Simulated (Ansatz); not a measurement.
# Molecular dynamics of GeH3Se (charge +1) (part 1 of 3)

System: GeH3Se, charge +1.
Method: UKS PBE0-D4/def2-SVP (Ansatz 0.2.0).

It belongs to a series of runs on one base structure; here: dynamics from the highest image of the converged band. Figures and captions count atoms from 1; the log counts them from 0 in places.

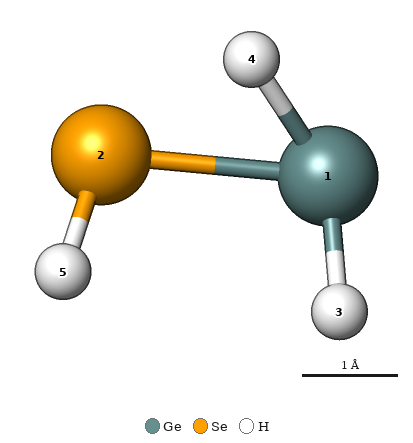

Fig. 1: The structure as given in the input (ball-and-stick view, seen on its broad side; atoms are numbered from 1 in the order of the input). Sticks mark near contacts.

Results in brief:

- outcome: finished
- mean temperature over the second half: 2046 K
- trajectory: 200 steps, 100 fs
- ensemble: nve
- temperature in the input: 300.0 K
- time step: 0.5 fs
- potential energy (last step): −121877.6567 eV
- mean-field energy (last step): −121877.5868 eV
- largest force (length of the vector) (last step): 1.898 eV/Å
- hardware: 2 threads of AMD EPYC (Zen 5), 16 GiB of memory available, shared host
- wall time: 3.2 min (CPU time 6 min)
- peak memory: 0.28 GiB

Notes:

So short a trajectory is not equilibrated.

The input:
```yaml
crystal:
  periodic: [false, false, false]
  atoms:
    - { symbol: Ge, position_ang: [-1.035856, -0.715581, 0.217918] }
    - { symbol: Se, position_ang: [0.192943, 1.258034, -0.379535] }
    - { symbol: H, position_ang: [0.002665, -1.33373, 1.193887] }
    - { symbol: H, position_ang: [-0.661591, -0.25092, -1.319582] }
    - { symbol: H, position_ang: [1.50184, 1.042197, 0.287313] }
total_charge: 1
magnetization:
  spin_polarized: true
basis:
  gaussian: { orbitals: def2-SVP }
hamiltonian:
  xc: pbe0
  dispersion: d4
md:
  timestep: 0.5
  n_steps: 200
  ensemble: nve
  temperature: 300.0
  initial_velocities: maxwell_boltzmann
  seed: 6512
```

Launch command:
```bash
ansatz run input.yaml --threads 2 --pin off --max-ram 3072MiB --backend cpu --events-out ev --progress --plain --runs-dir out
```

Output:
```
Engine: ansatz 0.2.0, x86_64-unknown-linux-gnu
Functional definition: PBE0
  parameter a = 0.25
  parameter kappa = 0.804
  parameter beta = 0.06672455060314922
  exchange = (1 - a)*pbe_x(kappa = kappa, mu = beta*pi^2/3) + a*exact_x
  correlation = pbe_c(beta = beta)
837 factors; integrals over basis functions are off by at most 2.2e-4 eV
mean field evaluation 1: about -121874.5317 eV, gradient 1.8e1 eV
mean field evaluation 2: about -121865.4585 eV, gradient 3.9e1 eV
mean field evaluation 4: about -121876.8166 eV, gradient 2.2e0 eV
mean field evaluation 8: about -121876.8529 eV, gradient 4.5e-2 eV
mean field evaluation 16: about -121876.8529 eV, gradient 3.4e-5 eV
mean field -121876.85289101 eV, -4478.8917326467 hartree, gradient 1.8e-6 eV, S^2 0.000000; 1 other end points of the search recorded, 0 dependent functions left out
the calculation of the forces begins
reference -121876.85291216 eV, -4478.8917334238 hartree; 34, 34 occupied and 45, 45 virtual orbitals, 837 factors
md step     0: t =     0.00 fs  T =   300.0 K  F+E_penalty+E_count = -121876.91912828 eV  E_kin = 0.116334 eV  conserved = -121876.80279428 eV  (57 SCF iters)
these checks for a lower state are left out or cut short: starts, cluster_reference, orbital_swaps, neighbouring_geometries, increment
837 factors; integrals over basis functions are off by at most 2.3e-4 eV
mean field evaluation 32: about -121876.8518 eV, gradient 2.8e-5 eV
mean field -121876.85177951 eV, -4478.8916917999 hartree, gradient 6.6e-6 eV, S^2 0.000000; 0 other end points of the search recorded, 0 dependent functions left out
the calculation of the forces begins
reference -121876.85180067 eV, -4478.8916925773 hartree; 34, 34 occupied and 45, 45 virtual orbitals, 837 factors
md step     1: t =     0.50 fs  T =   297.2 K  F+E_penalty+E_count = -121876.91804453 eV  E_kin = 0.115256 eV  conserved = -121876.80278862 eV  (46 SCF iters)
[... from here on the SCF iterations and repeated set-up lines of each step are left out, up to the last step ...]
md step     2: t =     1.00 fs  T =   290.9 K  F+E_penalty+E_count = -121876.91557110 eV  E_kin = 0.112803 eV  conserved = -121876.80276831 eV  (45 SCF iters)
md step     3: t =     1.50 fs  T =   281.9 K  F+E_penalty+E_count = -121876.91203780 eV  E_kin = 0.109303 eV  conserved = -121876.80273501 eV  (44 SCF iters)
md step     4: t =     2.00 fs  T =   271.5 K  F+E_penalty+E_count = -121876.90798233 eV  E_kin = 0.105291 eV  conserved = -121876.80269104 eV  (45 SCF iters)
md step     5: t =     2.50 fs  T =   261.7 K  F+E_penalty+E_count = -121876.90410556 eV  E_kin = 0.101464 eV  conserved = -121876.80264109 eV  (47 SCF iters)
md step     6: t =     3.00 fs  T =   254.3 K  F+E_penalty+E_count = -121876.90119889 eV  E_kin = 0.098609 eV  conserved = -121876.80258976 eV  (45 SCF iters)
md step     7: t =     3.50 fs  T =   251.5 K  F+E_penalty+E_count = -121876.90006309 eV  E_kin = 0.097519 eV  conserved = -121876.80254411 eV  (45 SCF iters)
md step     8: t =     4.00 fs  T =   255.1 K  F+E_penalty+E_count = -121876.90141906 eV  E_kin = 0.098911 eV  conserved = -121876.80250763 eV  (44 SCF iters)
md step     9: t =     4.50 fs  T =   266.5 K  F+E_penalty+E_count = -121876.90584468 eV  E_kin = 0.103362 eV  conserved = -121876.80248249 eV  (46 SCF iters)
md step    10: t =     5.00 fs  T =   286.9 K  F+E_penalty+E_count = -121876.91374091 eV  E_kin = 0.111272 eV  conserved = -121876.80246909 eV  (43 SCF iters)
md step    11: t =     5.50 fs  T =   316.9 K  F+E_penalty+E_count = -121876.92533624 eV  E_kin = 0.122874 eV  conserved = -121876.80246246 eV  (44 SCF iters)
md step    12: t =     6.00 fs  T =   356.6 K  F+E_penalty+E_count = -121876.94074146 eV  E_kin = 0.138283 eV  conserved = -121876.80245801 eV  (45 SCF iters)
md step    13: t =     6.50 fs  T =   406.4 K  F+E_penalty+E_count = -121876.96002909 eV  E_kin = 0.157580 eV  conserved = -121876.80244958 eV  (46 SCF iters)
md step    14: t =     7.00 fs  T =   466.5 K  F+E_penalty+E_count = -121876.98333320 eV  E_kin = 0.180902 eV  conserved = -121876.80243122 eV  (46 SCF iters)
md step    15: t =     7.50 fs  T =   537.8 K  F+E_penalty+E_count = -121877.01094443 eV  E_kin = 0.208547 eV  conserved = -121876.80239781 eV  (47 SCF iters)
md step    16: t =     8.00 fs  T =   621.6 K  F+E_penalty+E_count = -121877.04338421 eV  E_kin = 0.241035 eV  conserved = -121876.80234894 eV  (47 SCF iters, 3 dispersion substeps)
md step    17: t =     8.50 fs  T =   719.9 K  F+E_penalty+E_count = -121877.08143251 eV  E_kin = 0.279145 eV  conserved = -121876.80228749 eV  (47 SCF iters, 3 dispersion substeps)
md step    18: t =     9.00 fs  T =   835.2 K  F+E_penalty+E_count = -121877.12609705 eV  E_kin = 0.323875 eV  conserved = -121876.80222211 eV  (34 SCF iters, 3 dispersion substeps)
md step    19: t =     9.50 fs  T =   970.5 K  F+E_penalty+E_count = -121877.17850422 eV  E_kin = 0.376336 eV  conserved = -121876.80216851 eV  (34 SCF iters, 3 dispersion substeps)
md step    20: t =    10.00 fs  T =  1128.3 K  F+E_penalty+E_count = -121877.23969357 eV  E_kin = 0.437543 eV  conserved = -121876.80215028 eV  (33 SCF iters, 3 dispersion substeps)
md step    21: t =    10.50 fs  T =  1310.2 K  F+E_penalty+E_count = -121877.31028644 eV  E_kin = 0.508088 eV  conserved = -121876.80219883 eV  (31 SCF iters, 3 dispersion substeps)
md step    22: t =    11.00 fs  T =  1515.3 K  F+E_penalty+E_count = -121877.38996849 eV  E_kin = 0.587620 eV  conserved = -121876.80234851 eV  (32 SCF iters, 3 dispersion substeps)
md step    23: t =    11.50 fs  T =  1738.7 K  F+E_penalty+E_count = -121877.47684014 eV  E_kin = 0.674216 eV  conserved = -121876.80262412 eV  (32 SCF iters, 3 dispersion substeps)
md step    24: t =    12.00 fs  T =  1970.6 K  F+E_penalty+E_count = -121877.56716778 eV  E_kin = 0.764154 eV  conserved = -121876.80301354 eV  (31 SCF iters, 3 dispersion substeps)
md step    25: t =    12.50 fs  T =  2198.2 K  F+E_penalty+E_count = -121877.65588863 eV  E_kin = 0.852427 eV  conserved = -121876.80346189 eV  (31 SCF iters, 3 dispersion substeps)
md step    26: t =    13.00 fs  T =  2407.4 K  F+E_penalty+E_count = -121877.73738428 eV  E_kin = 0.933524 eV  conserved = -121876.80386018 eV  (31 SCF iters, 3 dispersion substeps)
md step    27: t =    13.50 fs  T =  2585.9 K  F+E_penalty+E_count = -121877.80681038 eV  E_kin = 1.002754 eV  conserved = -121876.80405659 eV  (37 SCF iters, 3 dispersion substeps)
md step    28: t =    14.00 fs  T =  2728.9 K  F+E_penalty+E_count = -121877.86214395 eV  E_kin = 1.058227 eV  conserved = -121876.80391707 eV  (30 SCF iters, 3 dispersion substeps)
md step    29: t =    14.50 fs  T =  2843.3 K  F+E_penalty+E_count = -121877.90599369 eV  E_kin = 1.102565 eV  conserved = -121876.80342879 eV  (30 SCF iters, 3 dispersion substeps)
md step    30: t =    15.00 fs  T =  2947.3 K  F+E_penalty+E_count = -121877.94568496 eV  E_kin = 1.142910 eV  conserved = -121876.80277522 eV  (29 SCF iters, 3 dispersion substeps)
md step    31: t =    15.50 fs  T =  3064.3 K  F+E_penalty+E_count = -121877.99058466 eV  E_kin = 1.188278 eV  conserved = -121876.80230685 eV  (30 SCF iters, 3 dispersion substeps)
md step    32: t =    16.00 fs  T =  3210.3 K  F+E_penalty+E_count = -121878.04722085 eV  E_kin = 1.244874 eV  conserved = -121876.80234657 eV  (30 SCF iters, 3 dispersion substeps)
md step    33: t =    16.50 fs  T =  3383.3 K  F+E_penalty+E_count = -121878.11491695 eV  E_kin = 1.311964 eV  conserved = -121876.80295344 eV  (30 SCF iters, 3 dispersion substeps)
md step    34: t =    17.00 fs  T =  3561.8 K  F+E_penalty+E_count = -121878.18507866 eV  E_kin = 1.381207 eV  conserved = -121876.80387159 eV  (30 SCF iters, 3 dispersion substeps)
md step    35: t =    17.50 fs  T =  3713.6 K  F+E_penalty+E_count = -121878.24478506 eV  E_kin = 1.440071 eV  conserved = -121876.80471371 eV  (30 SCF iters, 3 dispersion substeps)
md step    36: t =    18.00 fs  T =  3808.9 K  F+E_penalty+E_count = -121878.28220839 eV  E_kin = 1.477007 eV  conserved = -121876.80520161 eV  (30 SCF iters, 3 dispersion substeps)
md step    37: t =    18.50 fs  T =  3830.3 K  F+E_penalty+E_count = -121878.29059338 eV  E_kin = 1.485332 eV  conserved = -121876.80526184 eV  (30 SCF iters, 3 dispersion substeps)
md step    38: t =    19.00 fs  T =  3776.3 K  F+E_penalty+E_count = -121878.26935267 eV  E_kin = 1.464365 eV  conserved = -121876.80498812 eV  (30 SCF iters, 3 dispersion substeps)
md step    39: t =    19.50 fs  T =  3657.4 K  F+E_penalty+E_count = -121878.22280297 eV  E_kin = 1.418271 eV  conserved = -121876.80453210 eV  (31 SCF iters, 3 dispersion substeps)
md step    40: t =    20.00 fs  T =  3491.6 K  F+E_penalty+E_count = -121878.15800129 eV  E_kin = 1.353978 eV  conserved = -121876.80402372 eV  (30 SCF iters, 3 dispersion substeps)
md step    41: t =    20.50 fs  T =  3298.9 K  F+E_penalty+E_count = -121878.08281657 eV  E_kin = 1.279266 eV  conserved = -121876.80355008 eV  (31 SCF iters, 3 dispersion substeps)
md step    42: t =    21.00 fs  T =  3098.3 K  F+E_penalty+E_count = -121878.00462412 eV  E_kin = 1.201471 eV  conserved = -121876.80315311 eV  (31 SCF iters, 3 dispersion substeps)
md step    43: t =    21.50 fs  T =  2905.8 K  F+E_penalty+E_count = -121877.92965397 eV  E_kin = 1.126811 eV  conserved = -121876.80284299 eV  (31 SCF iters, 3 dispersion substeps)
md step    44: t =    22.00 fs  T =  2734.0 K  F+E_penalty+E_count = -121877.86280630 eV  E_kin = 1.060193 eV  conserved = -121876.80261379 eV  (31 SCF iters, 3 dispersion substeps)
md step    45: t =    22.50 fs  T =  2592.4 K  F+E_penalty+E_count = -121877.80772040 eV  E_kin = 1.005266 eV  conserved = -121876.80245398 eV  (32 SCF iters, 3 dispersion substeps)
md step    46: t =    23.00 fs  T =  2487.5 K  F+E_penalty+E_count = -121877.76694690 eV  E_kin = 0.964597 eV  conserved = -121876.80235008 eV  (28 SCF iters, 3 dispersion substeps)
md step    47: t =    23.50 fs  T =  2423.7 K  F+E_penalty+E_count = -121877.74213860 eV  E_kin = 0.939846 eV  conserved = -121876.80229291 eV  (29 SCF iters, 3 dispersion substeps)
md step    48: t =    24.00 fs  T =  2403.2 K  F+E_penalty+E_count = -121877.73419416 eV  E_kin = 0.931917 eV  conserved = -121876.80227733 eV  (29 SCF iters, 3 dispersion substeps)
md step    49: t =    24.50 fs  T =  2426.7 K  F+E_penalty+E_count = -121877.74333084 eV  E_kin = 0.941027 eV  conserved = -121876.80230421 eV  (28 SCF iters, 3 dispersion substeps)
md step    50: t =    25.00 fs  T =  2492.9 K  F+E_penalty+E_count = -121877.76906815 eV  E_kin = 0.966688 eV  conserved = -121876.80238038 eV  (29 SCF iters, 3 dispersion substeps)
md step    51: t =    25.50 fs  T =  2598.4 K  F+E_penalty+E_count = -121877.81012320 eV  E_kin = 1.007606 eV  conserved = -121876.80251755 eV  (29 SCF iters, 3 dispersion substeps)
md step    52: t =    26.00 fs  T =  2737.4 K  F+E_penalty+E_count = -121877.86423125 eV  E_kin = 1.061500 eV  conserved = -121876.80273169 eV  (35 SCF iters, 3 dispersion substeps)
md step    53: t =    26.50 fs  T =  2900.8 K  F+E_penalty+E_count = -121877.92791648 eV  E_kin = 1.124878 eV  conserved = -121876.80303880 eV  (30 SCF iters, 3 dispersion substeps)
md step    54: t =    27.00 fs  T =  3076.0 K  F+E_penalty+E_count = -121877.99627042 eV  E_kin = 1.192822 eV  conserved = -121876.80344803 eV  (31 SCF iters, 3 dispersion substeps)
md step    55: t =    27.50 fs  T =  3246.4 K  F+E_penalty+E_count = -121878.06284486 eV  E_kin = 1.258895 eV  conserved = -121876.80395001 eV  (30 SCF iters, 3 dispersion substeps)
md step    56: t =    28.00 fs  T =  3392.0 K  F+E_penalty+E_count = -121878.11984413 eV  E_kin = 1.315348 eV  conserved = -121876.80449633 eV  (31 SCF iters, 3 dispersion substeps)
md step    57: t =    28.50 fs  T =  3491.4 K  F+E_penalty+E_count = -121878.15889367 eV  E_kin = 1.353910 eV  conserved = -121876.80498342 eV  (30 SCF iters, 3 dispersion substeps)
md step    58: t =    29.00 fs  T =  3526.2 K  F+E_penalty+E_count = -121878.17264412 eV  E_kin = 1.367403 eV  conserved = -121876.80524105 eV  (30 SCF iters, 3 dispersion substeps)
md step    59: t =    29.50 fs  T =  3487.1 K  F+E_penalty+E_count = -121878.15728842 eV  E_kin = 1.352220 eV  conserved = -121876.80506801 eV  (31 SCF iters, 3 dispersion substeps)
md step    60: t =    30.00 fs  T =  3381.0 K  F+E_penalty+E_count = -121878.11541604 eV  E_kin = 1.311073 eV  conserved = -121876.80434260 eV  (30 SCF iters, 3 dispersion substeps)
md step    61: t =    30.50 fs  T =  3234.9 K  F+E_penalty+E_count = -121878.05760995 eV  E_kin = 1.254434 eV  conserved = -121876.80317550 eV  (31 SCF iters, 3 dispersion substeps)
md step    62: t =    31.00 fs  T =  3091.1 K  F+E_penalty+E_count = -121878.00066281 eV  E_kin = 1.198678 eV  conserved = -121876.80198471 eV  (31 SCF iters, 3 dispersion substeps)
md step    63: t =    31.50 fs  T =  2991.8 K  F+E_penalty+E_count = -121877.96151173 eV  E_kin = 1.160174 eV  conserved = -121876.80133785 eV  (30 SCF iters, 3 dispersion substeps)
md step    64: t =    32.00 fs  T =  2959.7 K  F+E_penalty+E_count = -121877.94926637 eV  E_kin = 1.147695 eV  conserved = -121876.80157092 eV  (31 SCF iters, 3 dispersion substeps)
md step    65: t =    32.50 fs  T =  2986.2 K  F+E_penalty+E_count = -121877.96052346 eV  E_kin = 1.157996 eV  conserved = -121876.80252747 eV  (31 SCF iters, 3 dispersion substeps)
md step    66: t =    33.00 fs  T =  3037.3 K  F+E_penalty+E_count = -121877.98150942 eV  E_kin = 1.177821 eV  conserved = -121876.80368822 eV  (31 SCF iters, 3 dispersion substeps)
md step    67: t =    33.50 fs  T =  3070.8 K  F+E_penalty+E_count = -121877.99533039 eV  E_kin = 1.190782 eV  conserved = -121876.80454844 eV  (31 SCF iters, 3 dispersion substeps)
md step    68: t =    34.00 fs  T =  3054.1 K  F+E_penalty+E_count = -121877.98919892 eV  E_kin = 1.184316 eV  conserved = -121876.80488278 eV  (29 SCF iters, 3 dispersion substeps)
md step    69: t =    34.50 fs  T =  2973.7 K  F+E_penalty+E_count = -121877.95788281 eV  E_kin = 1.153141 eV  conserved = -121876.80474163 eV  (29 SCF iters, 3 dispersion substeps)
md step    70: t =    35.00 fs  T =  2833.8 K  F+E_penalty+E_count = -121877.90320338 eV  E_kin = 1.098897 eV  conserved = -121876.80430634 eV  (28 SCF iters, 3 dispersion substeps)
md step    71: t =    35.50 fs  T =  2650.3 K  F+E_penalty+E_count = -121877.83151035 eV  E_kin = 1.027749 eV  conserved = -121876.80376158 eV  (29 SCF iters, 3 dispersion substeps)
md step    72: t =    36.00 fs  T =  2444.0 K  F+E_penalty+E_count = -121877.75098697 eV  E_kin = 0.947753 eV  conserved = -121876.80323432 eV  (29 SCF iters, 3 dispersion substeps)
md step    73: t =    36.50 fs  T =  2235.6 K  F+E_penalty+E_count = -121877.66971701 eV  E_kin = 0.866929 eV  conserved = -121876.80278845 eV  (29 SCF iters, 3 dispersion substeps)
md step    74: t =    37.00 fs  T =  2042.9 K  F+E_penalty+E_count = -121877.59464333 eV  E_kin = 0.792197 eV  conserved = -121876.80244636 eV  (29 SCF iters, 3 dispersion substeps)
md step    75: t =    37.50 fs  T =  1879.8 K  F+E_penalty+E_count = -121877.53117068 eV  E_kin = 0.728965 eV  conserved = -121876.80220549 eV  (29 SCF iters, 3 dispersion substeps)
md step    76: t =    38.00 fs  T =  1756.4 K  F+E_penalty+E_count = -121877.48314459 eV  E_kin = 0.681089 eV  conserved = -121876.80205570 eV  (32 SCF iters, 3 dispersion substeps)
md step    77: t =    38.50 fs  T =  1678.8 K  F+E_penalty+E_count = -121877.45297869 eV  E_kin = 0.650993 eV  conserved = -121876.80198546 eV  (28 SCF iters, 3 dispersion substeps)
md step    78: t =    39.00 fs  T =  1650.0 K  F+E_penalty+E_count = -121877.44180635 eV  E_kin = 0.639819 eV  conserved = -121876.80198783 eV  (28 SCF iters, 3 dispersion substeps)
md step    79: t =    39.50 fs  T =  1669.8 K  F+E_penalty+E_count = -121877.44957853 eV  E_kin = 0.647516 eV  conserved = -121876.80206212 eV  (28 SCF iters, 3 dispersion substeps)
md step    80: t =    40.00 fs  T =  1735.2 K  F+E_penalty+E_count = -121877.47507306 eV  E_kin = 0.672858 eV  conserved = -121876.80221495 eV  (28 SCF iters, 3 dispersion substeps)
md step    81: t =    40.50 fs  T =  1839.5 K  F+E_penalty+E_count = -121877.51580168 eV  E_kin = 0.713340 eV  conserved = -121876.80246161 eV  (29 SCF iters, 3 dispersion substeps)
md step    82: t =    41.00 fs  T =  1972.8 K  F+E_penalty+E_count = -121877.56781678 eV  E_kin = 0.764997 eV  conserved = -121876.80282021 eV  (29 SCF iters, 3 dispersion substeps)
md step    83: t =    41.50 fs  T =  2120.2 K  F+E_penalty+E_count = -121877.62547761 eV  E_kin = 0.822171 eV  conserved = -121876.80330685 eV  (29 SCF iters, 3 dispersion substeps)
md step    84: t =    42.00 fs  T =  2262.6 K  F+E_penalty+E_count = -121877.68129022 eV  E_kin = 0.877373 eV  conserved = -121876.80391765 eV  (28 SCF iters, 3 dispersion substeps)
md step    85: t =    42.50 fs  T =  2376.3 K  F+E_penalty+E_count = -121877.72607855 eV  E_kin = 0.921473 eV  conserved = -121876.80460557 eV  (29 SCF iters, 3 dispersion substeps)
```
